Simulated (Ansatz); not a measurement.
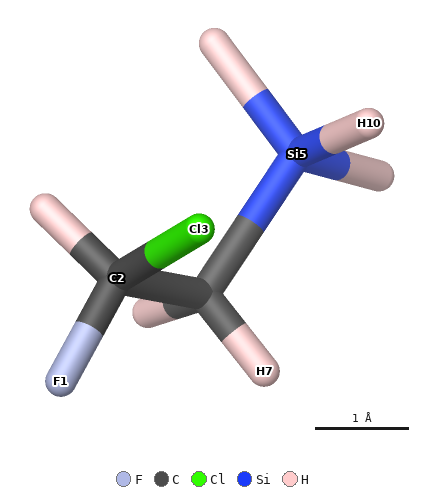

Figure 1. The structure as given in the input (stick view, seen at a tilt; atoms are numbered from 1 in the order of the input). Bond lengths as drawn: C–C 1.49 Å, C–Cl 1.76 Å, C–F 1.32 Å, C–H 1.06 to 1.12 Å, C–Si 1.88 Å and H–Si 1.45 to 1.52 Å.

## C2H6ClFSi: geometry relaxation

C2H6ClFSi, SMILES FC(Cl)C[SiH3], computed with RKS r2SCANh-D4/6-31G (Ansatz 0.2.0).

It belongs to a series of runs on one base structure; here: end point B relaxed. Figures and captions count atoms from 1; the log counts them from 0 in places.

Output:
```
The last accepted step is kept in [file] (removed where the run ends without a failure and the disk answers)
Engine: ansatz 0.2.0, x86_64-unknown-linux-gnu
Functional definition: r2SCANh
  parameter a = 0.1
  parameter k0 = 0.174
  parameter k1 = 0.065
  parameter a1 = 4.9479
  exchange = (1 - a)*r2scan_x(k0 = k0, k1 = k1, a1 = a1) + a*exact_x
  correlation = r2scan_c
875 factors; integrals over basis functions are off by at most 1.6e-4 eV
mean field evaluation 1: about -25277.5538 eV, gradient 3.6e1 eV
mean field evaluation 2: about -25276.4140 eV, gradient 4.1e1 eV
mean field evaluation 4: about -25280.4689 eV, gradient 1.5e0 eV
mean field evaluation 8: about -25280.4729 eV, gradient 6.3e-2 eV
mean field -25280.47291453 eV, -929.0402438891 hartree, gradient 2.6e-5 eV, S^2 0.000000; 0 other end points of the search recorded, 0 dependent functions left out
the calculation of the forces begins
reference -25280.47292240 eV, -929.0402441781 hartree; 29, 29 occupied and 36, 36 virtual orbitals, 875 factors
relax step   1: F+E_penalty+E_count = -25280.53817872 eV  Δ(F+E_penalty+E_count) = +0.000e0 eV  max|allowed force component| = 3.171e0 eV/Å  Δτ_max = 0.0000 Å  (25 SCF iters, accepted)
these checks for a lower state are left out or cut short: starts, cluster_reference, orbital_swaps, neighbouring_geometries, increment
875 factors; integrals over basis functions are off by at most 1.6e-4 eV
mean field evaluation 16: about -25280.6789 eV, gradient 7.6e0 eV
mean field -25280.94111040 eV, -929.0574497698 hartree, gradient 2.4e-5 eV, S^2 0.000000; 0 other end points of the search recorded, 0 dependent functions left out
the calculation of the forces begins
reference -25280.94111835 eV, -929.0574500620 hartree; 29, 29 occupied and 36, 36 virtual orbitals, 875 factors
relax step   2: F+E_penalty+E_count = -25281.00539649 eV  Δ(F+E_penalty+E_count) = -4.672e-1 eV  max|allowed force component| = 1.310e0 eV/Å  Δτ_max = 0.1941 Å  (26 SCF iters, accepted)
these checks for a lower state are left out or cut short: starts, cluster_reference, orbital_swaps, neighbouring_geometries, increment
875 factors; integrals over basis functions are off by at most 1.7e-4 eV
mean field -25281.02638497 eV, -929.0605835526 hartree, gradient 1.3e-5 eV, S^2 0.000000; 0 other end points of the search recorded, 0 dependent functions left out
the calculation of the forces begins
reference -25281.02639297 eV, -929.0605838463 hartree; 29, 29 occupied and 36, 36 virtual orbitals, 875 factors
relax step   3: F+E_penalty+E_count = -25281.09041479 eV  Δ(F+E_penalty+E_count) = -8.502e-2 eV  max|allowed force component| = 4.219e-1 eV/Å  Δτ_max = 0.1032 Å  (26 SCF iters, accepted)
these checks for a lower state are left out or cut short: starts, cluster_reference, orbital_swaps, neighbouring_geometries, increment
875 factors; integrals over basis functions are off by at most 1.7e-4 eV
mean field evaluation 32: about -25281.0351 eV, gradient 7.8e-2 eV
mean field -25281.03515525 eV, -929.0609058543 hartree, gradient 2.2e-5 eV, S^2 0.000000; 0 other end points of the search recorded, 0 dependent functions left out
the calculation of the forces begins
reference -25281.03516326 eV, -929.0609061487 hartree; 29, 29 occupied and 36, 36 virtual orbitals, 875 factors
relax step   4: F+E_penalty+E_count = -25281.09909658 eV  Δ(F+E_penalty+E_count) = -8.682e-3 eV  max|allowed force component| = 1.655e-1 eV/Å  Δτ_max = 0.0329 Å  (27 SCF iters, accepted)
these checks for a lower state are left out or cut short: starts, cluster_reference, orbital_swaps, neighbouring_geometries, increment
875 factors; integrals over basis functions are off by at most 1.7e-4 eV
mean field -25281.03856835 eV, -929.0610312835 hartree, gradient 2.2e-5 eV, S^2 0.000000; 0 other end points of the search recorded, 0 dependent functions left out
the calculation of the forces begins
reference -25281.03857636 eV, -929.0610315779 hartree; 29, 29 occupied and 36, 36 virtual orbitals, 875 factors
relax step   5: F+E_penalty+E_count = -25281.10260539 eV  Δ(F+E_penalty+E_count) = -3.509e-3 eV  max|allowed force component| = 6.090e-2 eV/Å  Δτ_max = 0.0590 Å  (26 SCF iters, accepted)
these checks for a lower state are left out or cut short: starts, cluster_reference, orbital_swaps, neighbouring_geometries, increment
875 factors; integrals over basis functions are off by at most 1.7e-4 eV
mean field -25281.04105388 eV, -929.0611226249 hartree, gradient 4.5e-6 eV, S^2 0.000000; 0 other end points of the search recorded, 0 dependent functions left out
the calculation of the forces begins
reference -25281.04106187 eV, -929.0611229187 hartree; 29, 29 occupied and 36, 36 virtual orbitals, 875 factors
relax step   6: F+E_penalty+E_count = -25281.10522197 eV  Δ(F+E_penalty+E_count) = -2.617e-3 eV  max|allowed force component| = 1.473e-1 eV/Å  Δτ_max = 0.1191 Å  (26 SCF iters, accepted)
these checks for a lower state are left out or cut short: starts, cluster_reference, orbital_swaps, neighbouring_geometries, increment
875 factors; integrals over basis functions are off by at most 1.7e-4 eV
mean field -25281.04231285 eV, -929.0611688914 hartree, gradient 2.7e-5 eV, S^2 0.000000; 0 other end points of the search recorded, 0 dependent functions left out
the calculation of the forces begins
reference -25281.04232084 eV, -929.0611691850 hartree; 29, 29 occupied and 36, 36 virtual orbitals, 875 factors
relax step   7: F+E_penalty+E_count = -25281.10647165 eV  Δ(F+E_penalty+E_count) = -1.250e-3 eV  max|allowed force component| = 9.961e-2 eV/Å  Δτ_max = 0.0266 Å  (27 SCF iters, accepted)
these checks for a lower state are left out or cut short: starts, cluster_reference, orbital_swaps, neighbouring_geometries, increment
875 factors; integrals over basis functions are off by at most 1.7e-4 eV
mean field evaluation 64: about -25281.0428 eV, gradient 4.7e-6 eV
mean field -25281.04275089 eV, -929.0611849889 hartree, gradient 4.7e-6 eV, S^2 0.000000; 0 other end points of the search recorded, 0 dependent functions left out
the calculation of the forces begins
reference -25281.04275887 eV, -929.0611852823 hartree; 29, 29 occupied and 36, 36 virtual orbitals, 875 factors
relax step   8: F+E_penalty+E_count = -25281.10691798 eV  Δ(F+E_penalty+E_count) = -4.463e-4 eV  max|allowed force component| = 3.295e-2 eV/Å  Δτ_max = 0.0209 Å  (28 SCF iters, accepted)
these checks for a lower state are left out or cut short: starts, cluster_reference, orbital_swaps, neighbouring_geometries, increment
875 factors; integrals over basis functions are off by at most 1.7e-4 eV
mean field -25281.04292950 eV, -929.0611915526 hartree, gradient 2.4e-5 eV, S^2 0.000000; 0 other end points of the search recorded, 0 dependent functions left out
the calculation of the forces begins
reference -25281.04293748 eV, -929.0611918460 hartree; 29, 29 occupied and 36, 36 virtual orbitals, 875 factors
relax step   9: F+E_penalty+E_count = -25281.10710705 eV  Δ(F+E_penalty+E_count) = -1.891e-4 eV  max|allowed force component| = 1.045e-2 eV/Å  Δτ_max = 0.0110 Å  (20 SCF iters, accepted)
these checks for a lower state are left out or cut short: starts, cluster_reference, orbital_swaps, neighbouring_geometries, increment
875 factors; integrals over basis functions are off by at most 1.7e-4 eV
mean field -25281.04295764 eV, -929.0611925871 hartree, gradient 2.6e-5 eV, S^2 0.000000; 0 other end points of the search recorded, 0 dependent functions left out
the calculation of the forces begins
reference -25281.04296563 eV, -929.0611928804 hartree; 29, 29 occupied and 36, 36 virtual orbitals, 875 factors
relax step  10: F+E_penalty+E_count = -25281.10714927 eV  Δ(F+E_penalty+E_count) = -4.222e-5 eV  max|allowed force component| = 4.387e-3 eV/Å  Δτ_max = 0.0161 Å  (27 SCF iters, accepted)
```

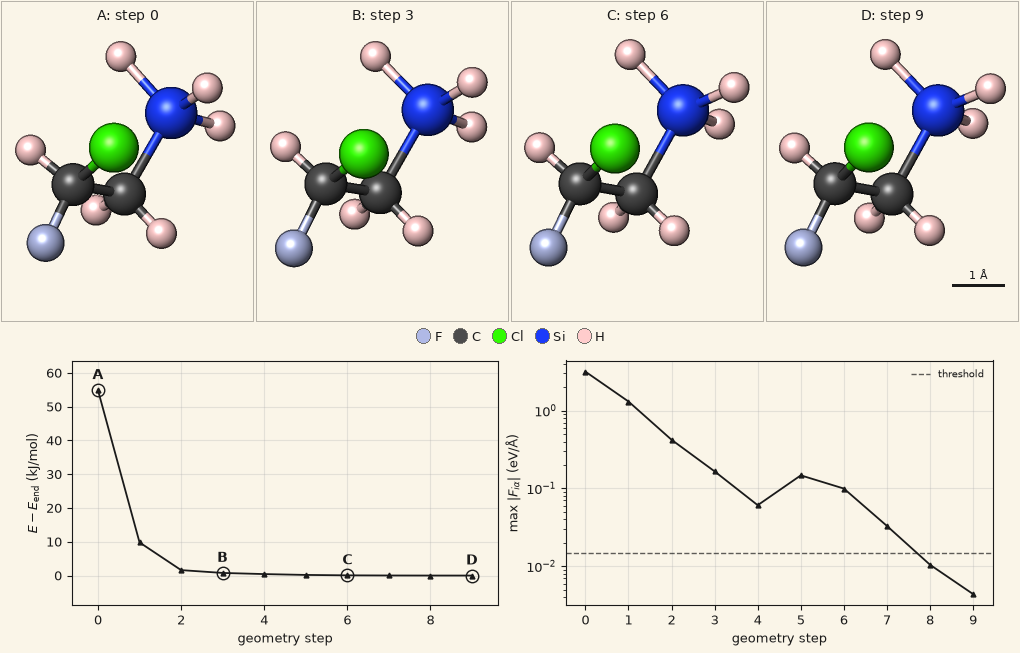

Figure 2. Frames of the relaxation (ball-and-stick view, seen at a tilt) above the curves, on which the letters mark them (the first geometry is step 0 here and step 1 in the log).

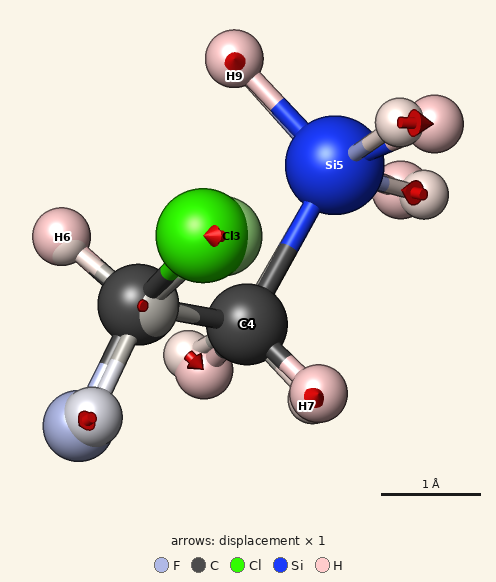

Figure 3. Start (faint) and end (solid) with the displacements as red arrows, at true length (ball-and-stick view, seen at a tilt). The two geometries are laid on each other by the best rigid fit. The energy falls by 54.9 kJ/mol in 9 geometry steps. Largest force component: 3.2 eV/Å at the start, 0.0044 eV/Å at the end. H10 moves most after the best rigid fit: 0.41 Å. By element the largest moves are H 0.41 Å, Cl 0.25 Å, F 0.24 Å, C 0.09 Å, Si 0.06 Å. Among the contacts that change: C2–Cl3 1.760 → 1.883 Å, F1–C2 1.321 → 1.411 Å, C4–Si5 1.879 → 1.927 Å, Si5–H11 1.452 → 1.499 Å. Among the angles that change: C4–Si5–H10 106.5° → 111.4°, C4–C2–H6 110.8° → 115.6°, C2–C4–H7 113.8° → 109.3°. (Atoms are counted from 1 in the order of the input.)

```
875 factors; integrals over basis functions are off by at most 1.7e-4 eV
mean field -25281.04295764 eV, -929.0611925871 hartree, gradient 2.6e-5 eV, S^2 0.000000; 1 other end points of the search recorded, 0 dependent functions left out
the calculation of the forces begins
reference -25281.04296563 eV, -929.0611928804 hartree; 29, 29 occupied and 36, 36 virtual orbitals, 875 factors
Total energy: -25281.10715725 eV, -929.0635518792 hartree
Atom 0 at    -0.356915     0.173135     1.969926 Å, force    -0.000736    -0.000093     0.001157 eV/Å
Atom 1 at     0.656662    -0.292052     1.104721 Å, force    -0.000325    -0.004387    -0.001448 eV/Å
Atom 2 at     1.464997    -1.763821     1.957554 Å, force    -0.000345     0.001081     0.000122 eV/Å
Atom 3 at     0.070446    -0.691428    -0.213437 Å, force    -0.000121    -0.000153     0.000102 eV/Å
Atom 4 at     1.359619    -1.317893    -1.501811 Å, force     0.002367     0.000229    -0.001633 eV/Å
Atom 5 at     1.437225     0.465477     1.062289 Å, force     0.000413     0.001986    -0.000407 eV/Å
Atom 6 at    -0.692838    -1.459154    -0.051926 Å, force     0.000875     0.001418     0.000445 eV/Å
Atom 7 at    -0.433882     0.190627    -0.627996 Å, force     0.000048    -0.000002    -0.000283 eV/Å
Atom 8 at     2.590048    -0.462058    -1.411821 Å, force    -0.002434    -0.002648    -0.000654 eV/Å
Atom 9 at     1.721647    -2.747219    -1.258854 Å, force    -0.001104     0.003142    -0.000881 eV/Å
Atom 10 at     0.760450    -1.173313    -2.868604 Å, force     0.001362    -0.000573     0.003479 eV/Å
Dipole moment:    -0.008558     0.210112    -0.535692 e Å
```

Trajectory as extended XYZ (Å, eV, eV/Å), 10 frames, from step=1 to step=10:
```
11
Properties=species:S:1:pos:R:3:forces:R:3 step=1 energy=-25280.53818
F    -0.2650   -0.0446    2.0335   -3.1707   1.4172   2.4547
C     0.6415   -0.3760    1.1323    2.1752   1.1001  -2.7606
Cl    1.3936   -1.8485    1.7342    1.5333  -2.2580   1.2912
C     0.0756   -0.6312   -0.2193   -0.1339   2.0650  -1.0290
Si    1.3173   -1.2852   -1.4684    1.3760  -0.1901   0.2759
H     1.4046    0.4300    1.0948   -0.1945  -0.5486   0.0358
H    -0.7781   -1.2669   -0.2151   -0.8177  -0.7394   0.3463
H    -0.2603    0.3494   -0.6404   -0.0509  -0.4711   0.3888
H     2.5093   -0.3450   -1.6097   -0.3696  -0.1152   0.0399
H     1.8383   -2.5629   -0.9158    0.0928  -0.2261  -0.2696
H     0.7007   -1.4969   -2.7660   -0.4401  -0.0338  -0.7734
11
Properties=species:S:1:pos:R:3:forces:R:3 step=2 energy=-25281.00540
F    -0.3454    0.0634    2.0088   -1.0508   0.4632   0.6469
C     0.6425   -0.3737    1.1529    0.9208   0.9065  -1.3097
Cl    1.3864   -1.8419    1.9281    0.4088  -0.8656   0.3300
C     0.1007   -0.6261   -0.2271   -0.3763   0.2531  -0.0342
Si    1.3485   -1.3097   -1.5000    0.5000  -0.0251   0.0608
H     1.4301    0.3918    1.1163   -0.0959  -0.2347   0.2329
H    -0.7536   -1.2970   -0.1788   -0.2045  -0.2427   0.1182
H    -0.2878    0.3371   -0.6131    0.1509  -0.2474   0.1690
H     2.4893   -0.3310   -1.6298   -0.0642  -0.0874   0.0088
H     1.8857   -2.6424   -1.0774   -0.0311   0.0481  -0.0349
H     0.6808   -1.4482   -2.8198   -0.1578   0.0319  -0.1878
11
Properties=species:S:1:pos:R:3:forces:R:3 step=3 energy=-25281.09041
F    -0.3799    0.1508    1.9659    0.1356   0.0253   0.0233
C     0.6605   -0.3395    1.1409   -0.2381   0.0780  -0.4219
Cl    1.3416   -1.8650    1.9676    0.0712  -0.1208   0.1153
C     0.1003   -0.6532   -0.2232   -0.0626  -0.0156   0.2646
Si    1.3724   -1.3049   -1.5110   -0.1006  -0.0918  -0.1012
H     1.4764    0.3847    1.1367   -0.0696  -0.0343   0.1170
H    -0.7352   -1.3638   -0.1201    0.2273   0.1024  -0.0053
H    -0.3220    0.2848   -0.6053   -0.0252  -0.0034  -0.0547
H     2.5120   -0.3357   -1.6294    0.0090   0.0116   0.0328
H     1.8958   -2.6555   -1.1301   -0.0274   0.0541  -0.0430
H     0.6555   -1.3804   -2.8321    0.0805  -0.0056   0.0730
11
Properties=species:S:1:pos:R:3:forces:R:3 step=4 energy=-25281.09910
F    -0.3698    0.1731    1.9672    0.0909  -0.0266  -0.0589
C     0.6595   -0.3317    1.1355   -0.1303   0.0562  -0.1364
Cl    1.3352   -1.8616    1.9846    0.0132  -0.0325   0.0018
C     0.0996   -0.6543   -0.2218   -0.0162  -0.0478   0.1655
Si    1.3655   -1.3050   -1.5185    0.0045   0.0004  -0.0134
H     1.4806    0.3831    1.1455   -0.0056  -0.0001   0.0126
H    -0.7118   -1.3828   -0.1069    0.0360   0.0374  -0.0081
H    -0.3439    0.2704   -0.6132   -0.0088  -0.0094  -0.0084
H     2.5112   -0.3393   -1.6076    0.0120   0.0005   0.0030
H     1.8808   -2.6603   -1.1572   -0.0112  -0.0019   0.0025
H     0.6705   -1.3694   -2.8476    0.0154   0.0236   0.0396
11
Properties=species:S:1:pos:R:3:forces:R:3 step=5 energy=-25281.10261
F    -0.3688    0.1689    1.9678    0.0321  -0.0046  -0.0027
C     0.6572   -0.3196    1.1269   -0.0609   0.0086  -0.0394
Cl    1.3729   -1.8370    1.9685    0.0220  -0.0468   0.0456
C     0.0913   -0.6632   -0.2170    0.0185   0.0040  -0.0031
Si    1.3652   -1.3103   -1.5107    0.0057   0.0025   0.0120
H     1.4668    0.4077    1.1291   -0.0012   0.0105  -0.0214
H    -0.7113   -1.3982   -0.0937    0.0220   0.0058   0.0120
H    -0.3629    0.2519   -0.6177   -0.0176   0.0000  -0.0195
H     2.5338   -0.3686   -1.5617    0.0044  -0.0072   0.0209
H     1.8410   -2.6886   -1.1822   -0.0091   0.0123   0.0095
H     0.6924   -1.3207   -2.8491   -0.0159   0.0150  -0.0140
11
Properties=species:S:1:pos:R:3:forces:R:3 step=6 energy=-25281.10522
F    -0.3593    0.1705    1.9644   -0.0278   0.0075   0.0482
C     0.6573   -0.3032    1.1085    0.0290   0.0050   0.0959
Cl    1.4330   -1.7958    1.9599   -0.0109   0.0204  -0.0052
C     0.0778   -0.6816   -0.2145    0.0193   0.0111  -0.1473
Si    1.3624   -1.3154   -1.5059    0.0323   0.0116   0.0346
H     1.4495    0.4433    1.0877    0.0046  -0.0132  -0.0370
H    -0.7014   -1.4360   -0.0694    0.0007  -0.0110   0.0153
H    -0.4056    0.2127   -0.6301    0.0002  -0.0135   0.0240
H     2.5739   -0.4203   -1.4622   -0.0745  -0.0599  -0.0138
H     1.7678   -2.7279   -1.2174   -0.0174   0.0565  -0.0413
H     0.7221   -1.2238   -2.8608    0.0446  -0.0146   0.0266
11
Properties=species:S:1:pos:R:3:forces:R:3 step=7 energy=-25281.10647
F    -0.3582    0.1742    1.9686   -0.0138   0.0065   0.0180
C     0.6560   -0.2980    1.1086    0.0342  -0.0126   0.0703
Cl    1.4410   -1.7849    1.9609   -0.0046   0.0174  -0.0027
C     0.0740   -0.6853   -0.2123    0.0032   0.0154  -0.0996
Si    1.3607   -1.3156   -1.5025    0.0337  -0.0063  -0.0257
H     1.4461    0.4506    1.0788   -0.0075  -0.0093  -0.0195
H    -0.6993   -1.4447   -0.0608    0.0047  -0.0050   0.0090
H    -0.4174    0.2044   -0.6277    0.0003  -0.0106   0.0119
H     2.5796   -0.4353   -1.4495   -0.0456  -0.0302   0.0113
H     1.7533   -2.7350   -1.2385   -0.0135   0.0353  -0.0039
H     0.7416   -1.2081   -2.8656    0.0089  -0.0007   0.0309
11
Properties=species:S:1:pos:R:3:forces:R:3 step=8 energy=-25281.10692
F    -0.3587    0.1724    1.9694    0.0012  -0.0109  -0.0063
C     0.6563   -0.2973    1.1080    0.0183   0.0241  -0.0110
Cl    1.4529   -1.7750    1.9616   -0.0108   0.0038  -0.0097
C     0.0752   -0.6865   -0.2155   -0.0330  -0.0149   0.0262
Si    1.3605   -1.3173   -1.5035    0.0041   0.0179   0.0054
H     1.4413    0.4558    1.0713    0.0060   0.0059   0.0064
H    -0.6933   -1.4500   -0.0598   -0.0130  -0.0064  -0.0027
H    -0.4235    0.2001   -0.6282    0.0116  -0.0066   0.0064
H     2.5811   -0.4467   -1.4321    0.0119  -0.0022  -0.0039
H     1.7379   -2.7391   -1.2457    0.0031  -0.0099  -0.0005
H     0.7478   -1.1941   -2.8655    0.0005  -0.0009  -0.0102
11
Properties=species:S:1:pos:R:3:forces:R:3 step=9 energy=-25281.10711
F    -0.3574    0.1734    1.9693   -0.0010   0.0025   0.0021
C     0.6570   -0.2945    1.1064   -0.0104  -0.0087  -0.0025
Cl    1.4559   -1.7708    1.9598    0.0025   0.0013  -0.0014
C     0.0723   -0.6892   -0.2139    0.0031  -0.0019   0.0019
Si    1.3603   -1.3168   -1.5028   -0.0042   0.0007   0.0024
H     1.4405    0.4600    1.0675    0.0060   0.0051  -0.0009
H    -0.6940   -1.4546   -0.0553    0.0018   0.0008  -0.0003
H    -0.4285    0.1954   -0.6274   -0.0004   0.0016  -0.0004
H     2.5858   -0.4532   -1.4246    0.0014   0.0002   0.0011
H     1.7318   -2.7419   -1.2515    0.0004  -0.0024  -0.0005
H     0.7536   -1.1855   -2.8673    0.0008   0.0009  -0.0015
11
Properties=species:S:1:pos:R:3:forces:R:3 step=10 energy=-25281.10715
F    -0.3569    0.1731    1.9699   -0.0007  -0.0001   0.0012
C     0.6567   -0.2921    1.1047   -0.0003  -0.0044  -0.0014
Cl    1.4650   -1.7638    1.9576   -0.0003   0.0011   0.0001
C     0.0704   -0.6914   -0.2134   -0.0001  -0.0002   0.0001
Si    1.3596   -1.3179   -1.5018    0.0024   0.0002  -0.0016
H     1.4372    0.4655    1.0623    0.0004   0.0020  -0.0004
H    -0.6928   -1.4592   -0.0519    0.0009   0.0014   0.0004
H    -0.4339    0.1906   -0.6280    0.0000   0.0000  -0.0003
H     2.5900   -0.4621   -1.4118   -0.0024  -0.0026  -0.0007
H     1.7216   -2.7472   -1.2589   -0.0011   0.0031  -0.0009
H     0.7604   -1.1733   -2.8686    0.0014  -0.0006   0.0035
```

The run was set up as follows.

Input file:
```yaml
crystal:
  periodic: [false, false, false]
  atoms:
    - { symbol: F, position_ang: [-0.265, -0.0446, 2.0335] }
    - { symbol: C, position_ang: [0.6415, -0.376, 1.1323] }
    - { symbol: Cl, position_ang: [1.3936, -1.8485, 1.7342] }
    - { symbol: C, position_ang: [0.0756, -0.6312, -0.2193] }
    - { symbol: Si, position_ang: [1.31725, -1.28519, -1.4684] }
    - { symbol: H, position_ang: [1.4046, 0.43, 1.0948] }
    - { symbol: H, position_ang: [-0.77811, -1.26686, -0.21508] }
    - { symbol: H, position_ang: [-0.26031, 0.34945, -0.64043] }
    - { symbol: H, position_ang: [2.5093, -0.34501, -1.60971] }
    - { symbol: H, position_ang: [1.83835, -2.56286, -0.91581] }
    - { symbol: H, position_ang: [0.70068, -1.49693, -2.76603] }
basis:
  gaussian: { orbitals: "6-31G" }
hamiltonian:
  xc: r2scanh
  dispersion: d4
relax:
  f_tol: 0.015
  max_steps: 40
```

Command:
```bash
ansatz run input.yaml --threads 1 --pin off --max-ram 2048MiB --backend cpu --events-out ev --progress --plain --runs-dir out
```

Results in brief:

- outcome: converged
- total energy: −25281.1072 eV
- mean-field energy: −25281.0430 eV
- largest force (length of the vector) at the end: 0.005 eV/Å
- hardware: 1 thread of AMD EPYC (Zen 5), 24 GiB of memory available, shared host
- wall time: 25 s
- peak memory: 0.2 GiB
